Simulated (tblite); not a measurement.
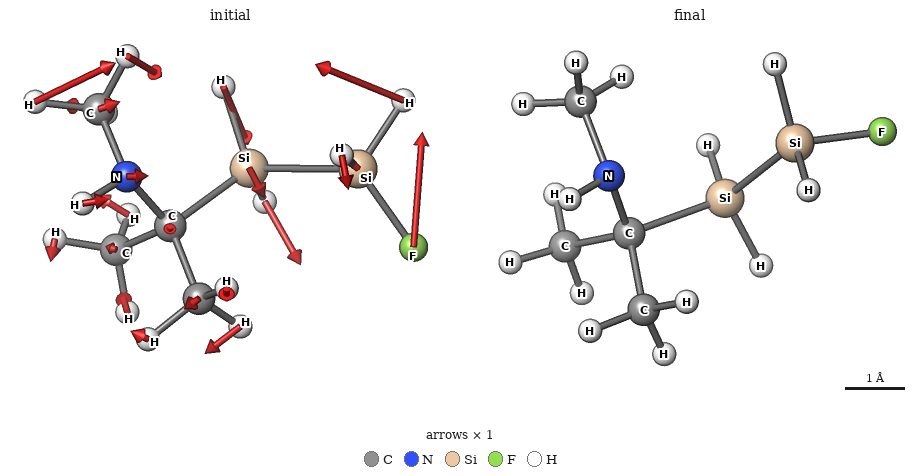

The structure of C4H14FNSi2 before (left) and after (right) a relaxation, at one scale. The red arrows give the displacements, at their true length.

A ball-and-stick model, seen face on.

These are results of GFN2-xTB geometry optimisation, gas phase (tblite), not measurements. 

> Summarise the run.

Over 242 geometry steps the energy falls by 110.0 kJ/mol. The largest moves after the best rigid fit, 2.00 Å, are those of F and H atoms. By element the largest moves are F 2.00 Å, H 2.00 Å, Si 0.66 Å, C 0.42 Å, N 0.39 Å. Among the contacts that change: C–Si 1.865 → 1.924 Å, Si–Si 2.244 → 2.301 Å, F–Si 1.672 → 1.621 Å, C–H 1.129 → 1.092 Å. Among the angles between lasting bonds that change: Si–Si–H 105.8° → 118.1°, H–Si–H 114.0° → 102.9°, F–Si–H 112.4° → 101.9°. Groups turn about Si–Si by about 90°, C–N by about 60°, C–Si by about 45°.
